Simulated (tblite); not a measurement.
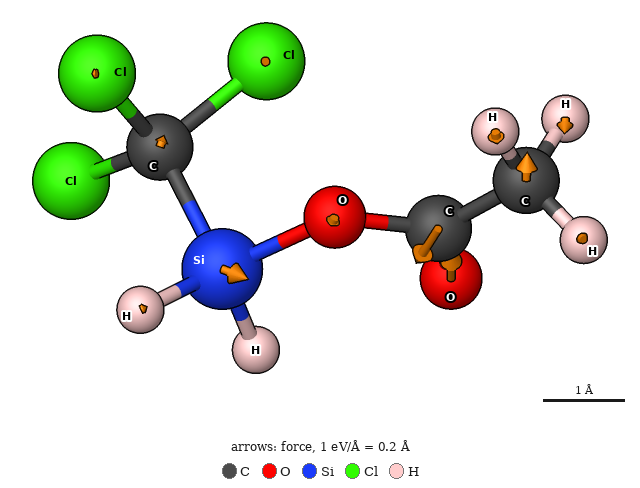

Starting geometry of C3H5Cl3O2Si with the computed forces as orange arrows. A ball-and-stick model, seen at a tilt.

Level of theory: tblite 0.8.0, GFN2-xTB geometry optimisation, gas phase. 

**What follows when this structure is relaxed?**

It isn't relaxed: the largest force vector, on a C atom, is 3.99 eV/Å. The final displacements have little in common with the starting forces (cosine between the two patterns 0.19). After 161 geometry steps the energy has fallen by 0.664 eV. The largest move after the best rigid fit is that of an O atom, 1.59 Å. By element the largest moves are O 1.59 Å, Cl 0.83 Å, H 0.83 Å, Si 0.49 Å, C 0.43 Å. Among the contacts that change: O–Si 1.750 → 1.641 Å, C–O 1.249 → 1.198 Å, C–Si 1.886 → 1.930 Å, C–H 1.127 → 1.088 Å. Among the angles between lasting bonds that change: C–C–O 118.1° → 112.4°, Si–C–Cl 105.7° → 110.8°, Cl–C–Cl 113.5° → 108.6°. Groups turn about O–Si by about 80°, C–C by about 65°. Cost: 1.5 s on 1 thread of Arm Neoverse V2, on a shared host.
